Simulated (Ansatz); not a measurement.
# BNH3Cl (SMILES NBCl) at RPA@PBE/aug-cc-pVDZ

What is the vertical singlet–triplet gap of BNH3Cl at RPA@PBE/aug-cc-pVDZ? 

The results are computed with Ansatz 0.2.0.

61 further runs of the same task are left out: 61 set aside as unsound or not needed.

## 1. The system as given

The species is BNH3Cl (6 atoms), meant as a singlet with charge 0. As SMILES, `NBCl`. Geometry: relaxed at PBE0-D4/def2-TZVP.

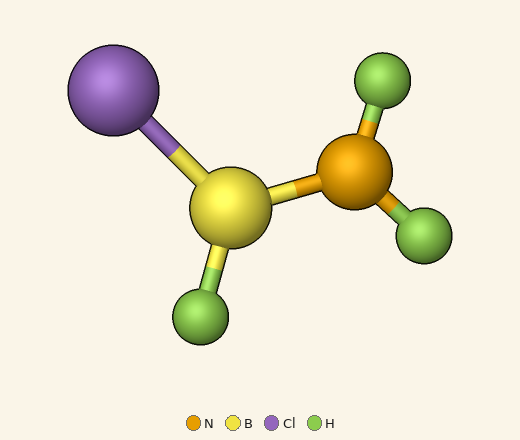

The structure, seen from a chosen angle (nitrogen amber, boron yellow, chlorine purple, hydrogen green).

## 2. The energy at RPA@PBE/aug-cc-pVDZ

The input, in.yaml:

```yaml
crystal:
  periodic: [false, false, false]
  atoms:
    - {symbol: "N", position_ang: [-0.395600, -0.007800, -0.658000]}
    - {symbol: B, position_ang: [0.369600, -0.158900, 0.483700]}
    - {symbol: Cl, position_ang: [0.529900, 1.189300, 1.616000]}
    - {symbol: H, position_ang: [-0.511800, -0.749300, -1.326600]}
    - {symbol: H, position_ang: [-0.878600, 0.844500, -0.888200]}
    - {symbol: H, position_ang: [0.928800, -1.181900, 0.727100]}
basis:
  gaussian:
    orbitals: aug-cc-pVDZ
accuracy: high
correlation:
  method: rpa
  frozen_orbitals: {B: 1, Cl: 5, H: 0, "N": 1}
total_charge: 0
hamiltonian:
  xc: {name: PBE}
```

Launch:

```
$ ansatz run in.yaml --threads 1 --pin off --max-ram 3480MiB --events-out events.jsonl --progress --plain --runs-dir runs
```

Output:

```text
Warning: RAYON_NUM_THREADS=1 ignored (pool sized by the plan → 1); use --threads N
Functional definition: PBE
  name "PBE"
  parameter kappa = 0.804
  parameter beta = 0.06672455060314922
  exchange = pbe_x(kappa = kappa, mu = beta*pi^2/3)
  correlation = pbe_c(beta = beta)
1994 factors; integrals over basis functions are off by at most 3.2e-9 eV
mean field evaluation 1: about -14721.6757 eV, gradient 7.1e1 eV
mean field evaluation 2: about -14721.6754 eV, gradient 7.1e1 eV
mean field evaluation 4: about -14731.7926 eV, gradient 1.6e1 eV
mean field evaluation 8: about -14732.4765 eV, gradient 1.1e-1 eV
mean field evaluation 16: about -14732.4762 eV, gradient 6.6e-6 eV
mean field -14732.47617457 eV, -541.4085133843 hartree, gradient 1.5e-8 eV, S^2 0.000000; 0 other end points of the search recorded, 0 dependent functions left out
7 core orbitals not correlated: weight in the atoms' cores, before any rotation towards them, 1.000 or more for the frozen orbitals, at most 0.000 for the correlated occupied ones
reference -14706.82258271 eV, -540.4657612721 hartree; 9, 9 occupied and 84, 84 virtual orbitals, 1994 factors
Total energy: -14725.12515305 eV, -541.1383683263 hartree
```

Wall time 11 s (1 thread of Arm Neoverse V1, shared host); peak memory 0.33 GiB.

## 3. The triplet, same level

The input, job.yaml:

```yaml
basis:
  gaussian:
    orbitals: aug-cc-pVDZ
crystal:
  periodic: [false, false, false]
  atoms:
    - {symbol: "N", position_ang: [-0.395600, -0.007800, -0.658000]}
    - {symbol: B, position_ang: [0.369600, -0.158900, 0.483700]}
    - {symbol: Cl, position_ang: [0.529900, 1.189300, 1.616000]}
    - {symbol: H, position_ang: [-0.511800, -0.749300, -1.326600]}
    - {symbol: H, position_ang: [-0.878600, 0.844500, -0.888200]}
    - {symbol: H, position_ang: [0.928800, -1.181900, 0.727100]}
accuracy: high
magnetization:
  spin_polarized: true
  initial_magnetization: 2
hamiltonian:
  xc: {name: PBE}
correlation:
  method: rpa
  frozen_orbitals: {B: 1, Cl: 5, H: 0, "N": 1}
```

Launch:

```
$ ansatz run job.yaml --threads 1 --pin off --max-ram 3480MiB --events-out events.jsonl --progress --plain --runs-dir runs
```

Output:

```text
Warning: RAYON_NUM_THREADS=1 ignored (pool sized by the plan → 1); use --threads N
Functional definition: PBE
  name "PBE"
  parameter kappa = 0.804
  parameter beta = 0.06672455060314922
  exchange = pbe_x(kappa = kappa, mu = beta*pi^2/3)
  correlation = pbe_c(beta = beta)
1994 factors; integrals over basis functions are off by at most 3.2e-9 eV
mean field evaluation 1: about -14708.2593 eV, gradient 6.0e1 eV
mean field evaluation 2: about -14708.2590 eV, gradient 6.0e1 eV
mean field evaluation 4: about -14724.0370 eV, gradient 1.6e1 eV
mean field evaluation 8: about -14724.3263 eV, gradient 1.7e1 eV
mean field evaluation 16: about -14726.5199 eV, gradient 3.8e-1 eV
mean field evaluation 32: about -14722.3790 eV, gradient 1.7e1 eV
mean field evaluation 64: about -14726.5217 eV, gradient 6.9e-3 eV
mean field evaluation 96: about -14725.9682 eV, gradient 2.0e0 eV
mean field evaluation 128: about -14709.4219 eV, gradient 1.7e1 eV
mean field -14726.52179157 eV, -541.1896938451 hartree, gradient 2.1e-8 eV, S^2 2.004358; 8 other end points of the search recorded, 0 dependent functions left out
7 core orbitals not correlated: weight in the atoms' cores, before any rotation towards them, 1.000 or more for the frozen orbitals, at most 0.000 for the correlated occupied ones
reference -14699.98532392 eV, -540.2144966463 hartree; 10, 8 occupied and 83, 85 virtual orbitals, 1994 factors
Total energy: -14718.96715115 eV, -540.9120659304 hartree
```

It took 44 s on 1 thread of Arm Neoverse V1, shared host; peak memory 0.54 GiB.

## 4. Results

At RPA@PBE/aug-cc-pVDZ, 7 core orbitals frozen:

| quantity | value |
| --- | --- |
| singlet: total energy | -541.13837 Eh |
| singlet: RPA correlation energy (valence) | -672.6 mEh |
| triplet: total energy | -540.91207 Eh |
| triplet: RPA correlation energy (valence) | -697.6 mEh |
| triplet: ⟨S²⟩ of the reference determinant | 2.004 |
| vertical energy of the triplet above the singlet | 6.158 eV |

In words: At this shape the triplet lies 6.16 eV (594 kJ/mol) above the singlet.
